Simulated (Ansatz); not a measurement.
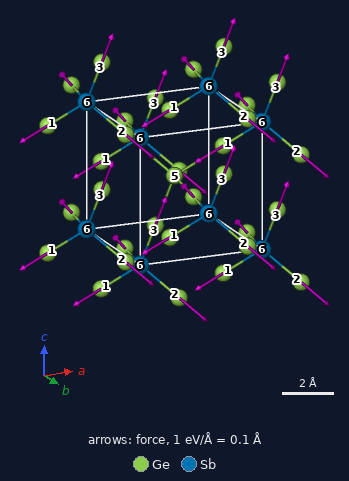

Starting geometry of crystalline Ge₅Sb (a generated structure, set up in P-43m) (coarse preliminary run) with the computed forces as purple arrows. A ball-and-stick model of the cell of the calculation, seen from a free direction.

Method: DFT PBE, scalar-relativistic, plane waves, PAW in Ansatz 0.2.0. Set-up: plane-wave cutoff 420 eV; k-point mesh 4 × 4 × 4; occupations gaussian; smearing width 0.1 eV; no spin polarisation; cell and atoms relaxed; force threshold 0.04 eV/Å; at most 70 steps.

### Is this structure relaxed? If not, where do the atoms go?

It isn't relaxed: the largest force vector, on Ge atoms, is 14.94 eV/Å. The atoms end up moving mostly along the starting forces (cosine between the two patterns 1.00). The largest moves relative to the cell, 0.39 Å, are those of Ge atoms. Sb stays in place. The volume changes by +42.5 %, with a = b = c 5.257 → 5.916 Å (+12.5 %). Among the contacts that change: Ge–Sb 2.023 → 2.670 Å, Ge–Ge 2.530 → 2.453 Å. The space group stays P-43m (No. 215). The energy falls by 2010 meV per atom in 6 accepted moves (8 points after the start). Largest force component: 8.6 eV/Å at the start, 0.017 eV/Å at the end. Pressure: 41.33 GPa at the start and 0.37 GPa at the end. The SCF was repeated twice at an unchanged geometry on a basis and grid sized afresh for the cell, which shifted the energy by 16.1 meV per atom at most.
